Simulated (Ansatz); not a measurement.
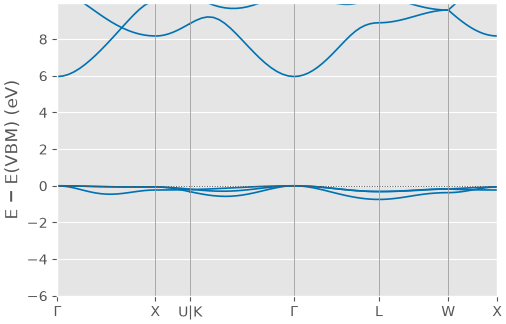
Figure: Band structure from plane-wave PAW PBE (Ansatz code)

Q: Read off the gap and where the band edges lie.

A: About 6.0 eV (5.96 eV by a search for the band edges); maximum at Γ, minimum at Γ.

Q: Which compound is it?
A) KF, rock salt
B) MgO, rock salt
C) RbBr, rock salt

A: A, KF, rock salt

Space group Fm-3m (rock salt). Symmetry was held in the PBE relaxation.

Potentials: the later of the program's two PAW sets.
